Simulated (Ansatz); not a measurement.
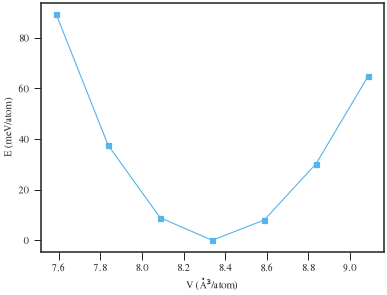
Figure. VN in space group P-6m2 (No. 187; V on 1e, N on 1d) under volume change, DFT-PBEsol in the program Ansatz with PAW potentials, shape and atoms relaxed at each volume.

Problem. What does a third-order Birch–Murnaghan fit give for V₀, B₀ and B′?

Solution. V₀ = 8.34 Å³/atom, B₀ = 359 GPa, B′ = 4.3.

The first step of the workflow began from a Materials Project structure, measured or hypothetical; the Crystallography Open Database copy checked does not list it. It is not the phase usual at ambient conditions (space group No. 225). The PBEsol relaxation kept the symmetry of its start; whether a distortion lowers the energy is not shown. No spin polarisation was allowed.

Potentials: the later of the program's two PAW sets.
